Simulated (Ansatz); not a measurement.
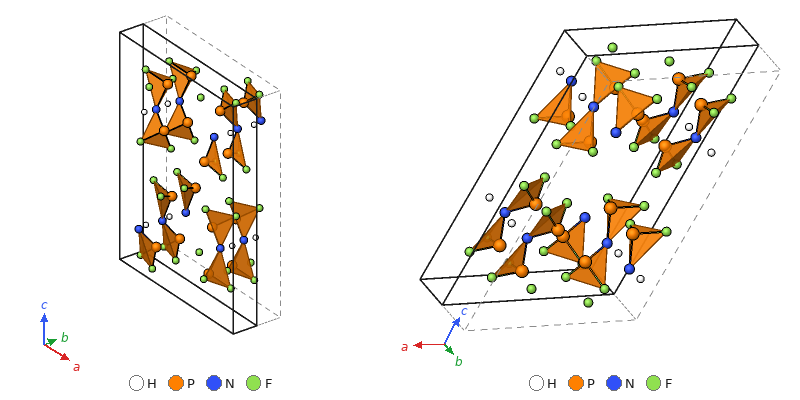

Polyhedra are drawn about P (bonds: F–P below 1.8 Å and N–P below 1.9 Å); other atoms are plain spheres. Two views of the same piece.

System P2HNF4 (space group P2_1/c, No. 14); source of the atomic positions: the end point of a relaxation with DFT r2SCAN+D3(BJ), scalar-relativistic, plane waves, PAW (Ansatz 0.2.0).

Question: What figure surrounds each P atom, and what does it share with the other drawn polyhedra?

Answer: P: PNF2 trigonal pyramid, sharing a corner with one neighbour.

Question: How do these polyhedra hang together as a whole?

Answer: They form finite groups of two corner-sharing trigonal pyramids. Their corner atoms also have H as close neighbours (those links are not drawn).

Question: How far apart are the centres of linked polyhedra?

Answer: Centre to centre across a shared corner: 2.91 Å.
